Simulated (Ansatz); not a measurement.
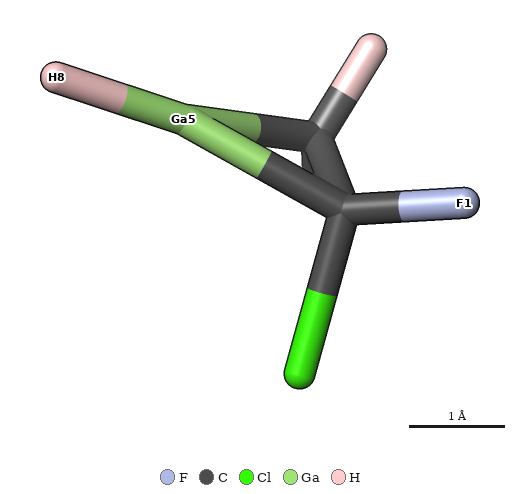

Fig. 1: The input geometry (stick view, seen at a tilt; atoms are numbered from 1 in the order of the input). Sticks mark near contacts.

# Molecular dynamics, with input and output: C2H3ClFGa (part 1 of 3)

The run: molecular dynamics of C2H3ClFGa, SMILES F[C]1(Cl)[CH2][GaH]1. Method and program: UKS revPBE/def2-SVP (Ansatz 0.2.0).

The geometry comes from this level: PBE0-D4/def2-TZVP. Figures and captions count atoms from 1; the log counts them from 0 in places.

What the program printed:
```
Functional definition: revPBE
  name "revPBE"
  cite "Zhang & Yang, Phys. Rev. Lett. 80, 890 (1998) doi:10.1103/PhysRevLett.80.890"
  cite "Perdew, Burke & Ernzerhof, Phys. Rev. Lett. 77, 3865 (1996) doi:10.1103/PhysRevLett.77.3865"
  parameter kappa = 1.245
  parameter beta = 0.06672455060314922
  exchange = pbe_x(kappa = kappa, mu = beta*pi^2/3)
  correlation = pbe_c(beta = beta)
1188 factors; their error is unknown
mean field evaluation 1: about -69705.8835 eV, gradient 4.8e1 eV
mean field evaluation 2: about -69632.6453 eV, gradient 1.1e2 eV
mean field evaluation 4: about -69715.4532 eV, gradient 1.3e1 eV
mean field evaluation 8: about -69716.2694 eV, gradient 7.9e-2 eV
mean field evaluation 16: about -69716.1977 eV, gradient 6.3e-5 eV
mean field -69716.19774666 eV, -2562.0230118537 hartree, gradient 6.3e-5 eV, S^2 0.000000; 0 other end points of the search recorded, 0 dependent functions left out
the calculation of the forces begins
reference -69716.19778964 eV, -2562.0230134331 hartree; 36, 36 occupied and 71, 71 virtual orbitals, 1188 factors
md step     0: t =     0.00 fs  T =   612.5 K  F+E_penalty+E_count = -69716.19774666 eV  E_kin = 0.633374 eV  (30 SCF iters)
these checks for a lower state are left out or cut short: starts, cluster_reference, orbital_swaps, neighbouring_geometries, increment
1188 factors; their error is unknown
mean field -69716.18619284 eV, -2562.0225872587 hartree, gradient 1.6e-5 eV, S^2 0.000000; 0 other end points of the search recorded, 0 dependent functions left out
the calculation of the forces begins
reference -69716.18623579 eV, -2562.0225888369 hartree; 36, 36 occupied and 71, 71 virtual orbitals, 1188 factors
md step     1: t =     0.50 fs  T =   584.2 K  F+E_penalty+E_count = -69716.18619284 eV  E_kin = 0.604092 eV  (35 SCF iters)
[... from here on the SCF iterations and repeated set-up lines of each step are left out, up to the last step ...]
md step     2: t =     1.00 fs  T =   617.0 K  F+E_penalty+E_count = -69716.16218258 eV  E_kin = 0.638046 eV  (34 SCF iters)
md step     3: t =     1.50 fs  T =   539.8 K  F+E_penalty+E_count = -69716.13200775 eV  E_kin = 0.558187 eV  (34 SCF iters)
md step     4: t =     2.00 fs  T =   500.0 K  F+E_penalty+E_count = -69716.10584196 eV  E_kin = 0.517031 eV  (34 SCF iters)
md step     5: t =     2.50 fs  T =   498.1 K  F+E_penalty+E_count = -69716.09144373 eV  E_kin = 0.515040 eV  (34 SCF iters)
md step     6: t =     3.00 fs  T =   462.5 K  F+E_penalty+E_count = -69716.08909897 eV  E_kin = 0.478283 eV  (34 SCF iters)
md step     7: t =     3.50 fs  T =   455.0 K  F+E_penalty+E_count = -69716.09145925 eV  E_kin = 0.470523 eV  (34 SCF iters)
md step     8: t =     4.00 fs  T =   453.4 K  F+E_penalty+E_count = -69716.09208245 eV  E_kin = 0.468837 eV  (36 SCF iters)
md step     9: t =     4.50 fs  T =   460.5 K  F+E_penalty+E_count = -69716.08717601 eV  E_kin = 0.476227 eV  (35 SCF iters)
md step    10: t =     5.00 fs  T =   463.9 K  F+E_penalty+E_count = -69716.07501320 eV  E_kin = 0.479757 eV  (36 SCF iters)
md step    11: t =     5.50 fs  T =   478.7 K  F+E_penalty+E_count = -69716.05662974 eV  E_kin = 0.494976 eV  (36 SCF iters)
md step    12: t =     6.00 fs  T =   483.1 K  F+E_penalty+E_count = -69716.03447834 eV  E_kin = 0.499609 eV  (36 SCF iters)
md step    13: t =     6.50 fs  T =   491.3 K  F+E_penalty+E_count = -69716.01155042 eV  E_kin = 0.508016 eV  (36 SCF iters)
md step    14: t =     7.00 fs  T =   480.9 K  F+E_penalty+E_count = -69715.98904945 eV  E_kin = 0.497254 eV  (35 SCF iters)
md step    15: t =     7.50 fs  T =   498.1 K  F+E_penalty+E_count = -69715.96865194 eV  E_kin = 0.515090 eV  (35 SCF iters)
md step    16: t =     8.00 fs  T =   474.9 K  F+E_penalty+E_count = -69715.95319693 eV  E_kin = 0.491042 eV  (36 SCF iters)
md step    17: t =     8.50 fs  T =   511.5 K  F+E_penalty+E_count = -69715.94608560 eV  E_kin = 0.528886 eV  (35 SCF iters)
md step    18: t =     9.00 fs  T =   546.8 K  F+E_penalty+E_count = -69715.94714746 eV  E_kin = 0.565478 eV  (36 SCF iters)
md step    19: t =     9.50 fs  T =   554.2 K  F+E_penalty+E_count = -69715.95439240 eV  E_kin = 0.573052 eV  (36 SCF iters)
md step    20: t =    10.00 fs  T =   564.0 K  F+E_penalty+E_count = -69715.96557061 eV  E_kin = 0.583212 eV  (35 SCF iters)
md step    21: t =    10.50 fs  T =   587.6 K  F+E_penalty+E_count = -69715.97686229 eV  E_kin = 0.607579 eV  (35 SCF iters)
md step    22: t =    11.00 fs  T =   600.7 K  F+E_penalty+E_count = -69715.98569418 eV  E_kin = 0.621208 eV  (35 SCF iters)
md step    23: t =    11.50 fs  T =   606.5 K  F+E_penalty+E_count = -69715.98950484 eV  E_kin = 0.627217 eV  (35 SCF iters)
md step    24: t =    12.00 fs  T =   631.7 K  F+E_penalty+E_count = -69715.98688567 eV  E_kin = 0.653235 eV  (35 SCF iters)
md step    25: t =    12.50 fs  T =   613.2 K  F+E_penalty+E_count = -69715.97955484 eV  E_kin = 0.634132 eV  (35 SCF iters)
md step    26: t =    13.00 fs  T =   593.7 K  F+E_penalty+E_count = -69715.97101859 eV  E_kin = 0.613931 eV  (35 SCF iters)
md step    27: t =    13.50 fs  T =   614.0 K  F+E_penalty+E_count = -69715.96284536 eV  E_kin = 0.634969 eV  (35 SCF iters)
md step    28: t =    14.00 fs  T =   636.7 K  F+E_penalty+E_count = -69715.95481903 eV  E_kin = 0.658362 eV  (36 SCF iters)
md step    29: t =    14.50 fs  T =   618.3 K  F+E_penalty+E_count = -69715.94330627 eV  E_kin = 0.639390 eV  (36 SCF iters)
md step    30: t =    15.00 fs  T =   634.7 K  F+E_penalty+E_count = -69715.92822229 eV  E_kin = 0.656321 eV  (35 SCF iters)
md step    31: t =    15.50 fs  T =   616.8 K  F+E_penalty+E_count = -69715.91095882 eV  E_kin = 0.637850 eV  (35 SCF iters)
md step    32: t =    16.00 fs  T =   588.2 K  F+E_penalty+E_count = -69715.89095132 eV  E_kin = 0.608240 eV  (35 SCF iters)
md step    33: t =    16.50 fs  T =   554.6 K  F+E_penalty+E_count = -69715.86716667 eV  E_kin = 0.573489 eV  (35 SCF iters)
md step    34: t =    17.00 fs  T =   576.4 K  F+E_penalty+E_count = -69715.84170633 eV  E_kin = 0.596055 eV  (35 SCF iters)
md step    35: t =    17.50 fs  T =   507.6 K  F+E_penalty+E_count = -69715.81985538 eV  E_kin = 0.524911 eV  (35 SCF iters)
md step    36: t =    18.00 fs  T =   515.0 K  F+E_penalty+E_count = -69715.80661049 eV  E_kin = 0.532581 eV  (34 SCF iters)
md step    37: t =    18.50 fs  T =   531.5 K  F+E_penalty+E_count = -69715.80370977 eV  E_kin = 0.549646 eV  (35 SCF iters)
md step    38: t =    19.00 fs  T =   525.3 K  F+E_penalty+E_count = -69715.80551956 eV  E_kin = 0.543203 eV  (35 SCF iters)
md step    39: t =    19.50 fs  T =   539.4 K  F+E_penalty+E_count = -69715.80624294 eV  E_kin = 0.557787 eV  (36 SCF iters)
md step    40: t =    20.00 fs  T =   531.7 K  F+E_penalty+E_count = -69715.80598060 eV  E_kin = 0.549808 eV  (35 SCF iters)
md step    41: t =    20.50 fs  T =   496.7 K  F+E_penalty+E_count = -69715.80544147 eV  E_kin = 0.513632 eV  (36 SCF iters)
md step    42: t =    21.00 fs  T =   509.3 K  F+E_penalty+E_count = -69715.80522890 eV  E_kin = 0.526663 eV  (36 SCF iters)
md step    43: t =    21.50 fs  T =   533.1 K  F+E_penalty+E_count = -69715.80922917 eV  E_kin = 0.551257 eV  (35 SCF iters)
md step    44: t =    22.00 fs  T =   605.1 K  F+E_penalty+E_count = -69715.81607741 eV  E_kin = 0.625736 eV  (36 SCF iters)
md step    45: t =    22.50 fs  T =   559.0 K  F+E_penalty+E_count = -69715.82302991 eV  E_kin = 0.578075 eV  (36 SCF iters)
md step    46: t =    23.00 fs  T =   582.1 K  F+E_penalty+E_count = -69715.83096823 eV  E_kin = 0.601893 eV  (36 SCF iters)
md step    47: t =    23.50 fs  T =   617.0 K  F+E_penalty+E_count = -69715.83795489 eV  E_kin = 0.637999 eV  (35 SCF iters)
md step    48: t =    24.00 fs  T =   640.8 K  F+E_penalty+E_count = -69715.84090707 eV  E_kin = 0.662679 eV  (35 SCF iters)
md step    49: t =    24.50 fs  T =   624.0 K  F+E_penalty+E_count = -69715.84039831 eV  E_kin = 0.645215 eV  (35 SCF iters)
these checks for a lower state are left out or cut short: starts, cluster_reference, orbital_swaps, neighbouring_geometries, increment
1188 factors; their error is unknown
mean field -69715.84098958 eV, -2562.0099012727 hartree, gradient 2.1e-5 eV, S^2 0.000000; 0 other end points of the search recorded, 0 dependent functions left out
the calculation of the forces begins
reference -69715.84103328 eV, -2562.0099028787 hartree; 36, 36 occupied and 71, 71 virtual orbitals, 1188 factors
1188 factors; their error is unknown
mean field evaluation 416: about -69628.0274 eV, gradient 1.1e2 eV
mean field -69715.84098958 eV, -2562.0099012727 hartree, gradient 2.3e-5 eV, S^2 0.000000; 2 other end points of the search recorded, 0 dependent functions left out
the calculation of the forces begins
reference -69715.84103328 eV, -2562.0099028787 hartree; 36, 36 occupied and 71, 71 virtual orbitals, 1188 factors
md step    50: t =    25.00 fs  T =   617.3 K  F+E_penalty+E_count = -69715.84098958 eV  E_kin = 0.638371 eV  (46 SCF iters)
```

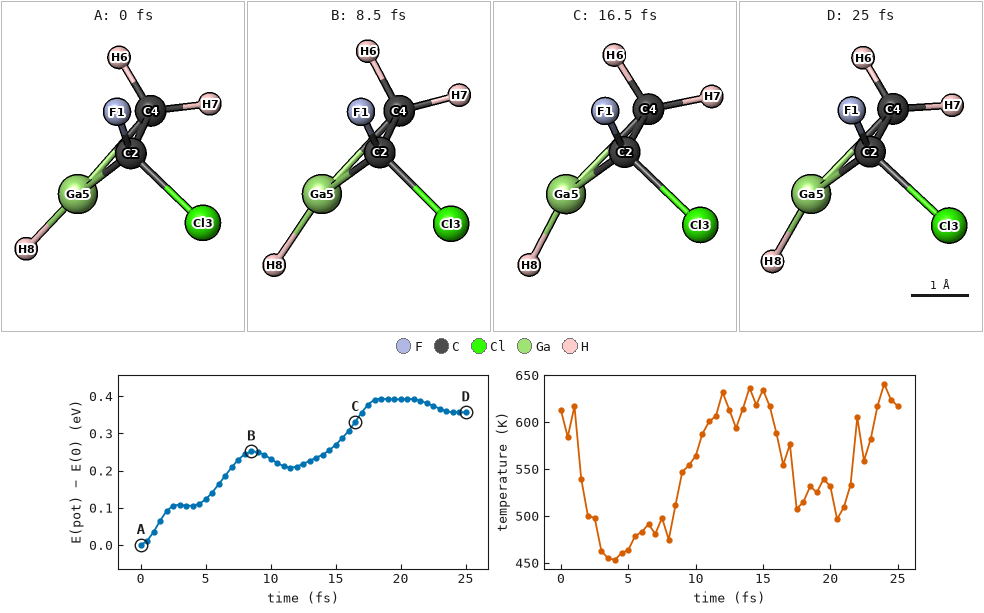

Fig. 2: Frames of the molecular dynamics (ball-and-stick, seen at a tilt) above the curves, on which the letters mark them. The trajectory kept here has 51 frames over 25 fs. The temperature starts at 612 K, ranges from 453 to 641 K and averages 576 K over the second half. The potential energy ends 0.357 eV above its first value. After an unweighted best fit of the last frame on the first, the root-mean-square displacement is 0.12 Å.

```
Total energy: -69715.84103328 eV, -2562.0099028787 hartree
Atom 0 at     1.150921    -0.042031     1.845449 Å, force    -0.812370     0.037463    -1.896721 eV/Å
Atom 1 at     0.630974    -0.213537     0.513305 Å, force     1.601257    -0.815159     1.063942 eV/Å
Atom 2 at     2.145676    -0.696574    -0.640588 Å, force    -1.203121     0.236838     0.692590 eV/Å
Atom 3 at    -0.158984     0.901162    -0.129747 Å, force     0.368088    -1.464702    -1.778049 eV/Å
Atom 4 at    -1.041259    -1.002592    -0.302378 Å, force     0.947635     0.309747    -0.466178 eV/Å
Atom 5 at    -0.726471     1.397210     0.596999 Å, force    -1.228338     1.312959     1.685830 eV/Å
Atom 6 at     0.228500     1.567557    -0.929130 Å, force     0.141278    -0.123060     0.229783 eV/Å
Atom 7 at    -1.870284    -2.144581    -1.083419 Å, force     0.185571     0.505915     0.468805 eV/Å
Dipole moment:    -0.717326    -0.019010    -0.128589 e Å
```

Trajectory as extended XYZ (Å, eV, eV/Å), 51 frames, from step=0 to step=50:
```
8
Properties=species:S:1:pos:R:3:forces:R:3 step=0 time_fs=0.0 energy=-69716.19775 temperature=612.5
F     1.1252    0.1951    1.7156    0.1756   0.1418   0.6678
C     0.6382   -0.1668    0.5076   -0.1060   0.0665   0.2899
Cl    1.9831   -0.7139   -0.5506    0.6390  -0.3350  -0.5462
C    -0.2193    0.8438   -0.2380   -0.0986  -0.0322  -0.1569
Ga   -0.9465   -0.9835   -0.2845   -0.3144  -0.3661  -0.0337
H    -0.8162    1.4209    0.4744   -0.3338   0.3244   0.3606
H     0.2256    1.4716   -1.0072    0.2414   0.4186  -0.4639
H    -1.8980   -2.1245   -0.6730   -0.2033  -0.2180  -0.1177
8
Properties=species:S:1:pos:R:3:forces:R:3 step=1 time_fs=0.5 energy=-69716.18619 temperature=584.2
F     1.1238    0.1912    1.7167    0.2665   0.2024   0.7972
C     0.6458   -0.1654    0.5098   -0.4240   0.0114   0.0517
Cl    1.9852   -0.7122   -0.5520    0.6656  -0.3238  -0.5363
C    -0.2221    0.8443   -0.2380    0.4142  -0.2327  -0.6039
Ga   -0.9487   -0.9840   -0.2845   -0.1506  -0.2659   0.0059
H    -0.8033    1.4202    0.4627   -0.6778   0.6087   0.7944
H     0.2319    1.4886   -0.9972    0.1519   0.2489  -0.3753
H    -1.8819   -2.1348   -0.6769   -0.2458  -0.2490  -0.1337
8
Properties=species:S:1:pos:R:3:forces:R:3 step=2 time_fs=1.0 energy=-69716.16218 temperature=617.0
F     1.1222    0.1867    1.7180    0.3552   0.2620   0.9264
C     0.6527   -0.1642    0.5119   -0.7245  -0.0414  -0.1808
Cl    1.9873   -0.7107   -0.5536    0.6836  -0.3099  -0.5223
C    -0.2248    0.8449   -0.2379    0.9192  -0.3814  -1.0637
Ga   -0.9510   -0.9844   -0.2846    0.0077  -0.1666   0.0431
H    -0.7931    1.4208    0.4518   -0.9888   0.8750   1.1979
H     0.2384    1.5063   -0.9889    0.0365   0.0442  -0.2497
H    -1.8657   -2.1452   -0.6797   -0.2889  -0.2821  -0.1508
8
Properties=species:S:1:pos:R:3:forces:R:3 step=3 time_fs=1.5 energy=-69716.13201 temperature=539.8
F     1.1206    0.1822    1.7194    0.4391   0.3157   1.0475
C     0.6594   -0.1632    0.5138   -1.0052  -0.0846  -0.3957
Cl    1.9896   -0.7093   -0.5553    0.6978  -0.2950  -0.5069
C    -0.2274    0.8457   -0.2377    1.3648  -0.4554  -1.4633
Ga   -0.9535   -0.9848   -0.2847    0.1422  -0.0882   0.0713
H    -0.7850    1.4236    0.4433   -1.2286   1.0818   1.5198
H     0.2455    1.5244   -0.9817   -0.0928  -0.1764  -0.1104
H    -1.8496   -2.1570   -0.6825   -0.3173  -0.2979  -0.1623
8
Properties=species:S:1:pos:R:3:forces:R:3 step=4 time_fs=2.0 energy=-69716.10584 temperature=500.0
F     1.1190    0.1779    1.7209    0.5114   0.3586   1.1432
C     0.6656   -0.1624    0.5150   -1.2602  -0.1140  -0.5745
Cl    1.9918   -0.7080   -0.5570    0.7114  -0.2803  -0.4918
C    -0.2296    0.8468   -0.2381    1.6742  -0.4349  -1.6942
Ga   -0.9557   -0.9850   -0.2849    0.2576  -0.0236   0.0925
H    -0.7796    1.4288    0.4383   -1.3431   1.1709   1.6893
H     0.2531    1.5415   -0.9749   -0.2144  -0.3740   0.0056
H    -1.8339   -2.1691   -0.6857   -0.3370  -0.3028  -0.1701
8
Properties=species:S:1:pos:R:3:forces:R:3 step=5 time_fs=2.5 energy=-69716.09144 temperature=498.1
F     1.1174    0.1737    1.7226    0.5747   0.3960   1.2208
C     0.6715   -0.1614    0.5160   -1.4905  -0.1468  -0.7265
Cl    1.9940   -0.7067   -0.5587    0.7234  -0.2655  -0.4763
C    -0.2310    0.8481   -0.2388    1.8028  -0.2876  -1.7120
Ga   -0.9579   -0.9853   -0.2852    0.3555   0.0236   0.1075
H    -0.7772    1.4370    0.4375   -1.3071   1.1053   1.6704
H     0.2604    1.5574   -0.9679   -0.3163  -0.5366   0.0875
H    -1.8190   -2.1820   -0.6897   -0.3426  -0.2884  -0.1714
8
Properties=species:S:1:pos:R:3:forces:R:3 step=6 time_fs=3.0 energy=-69716.08910 temperature=462.5
F     1.1159    0.1697    1.7244    0.6297   0.4295   1.2870
C     0.6766   -0.1601    0.5170   -1.6907  -0.1847  -0.8648
Cl    1.9963   -0.7054   -0.5603    0.7281  -0.2496  -0.4576
C    -0.2322    0.8496   -0.2397    1.7678  -0.0315  -1.5309
Ga   -0.9603   -0.9857   -0.2857    0.4352   0.0527   0.1173
H    -0.7770    1.4480    0.4413   -1.1383   0.8979   1.4789
H     0.2671    1.5713   -0.9608   -0.3973  -0.6594   0.1364
H    -1.8052   -2.1954   -0.6953   -0.3346  -0.2549  -0.1664
```
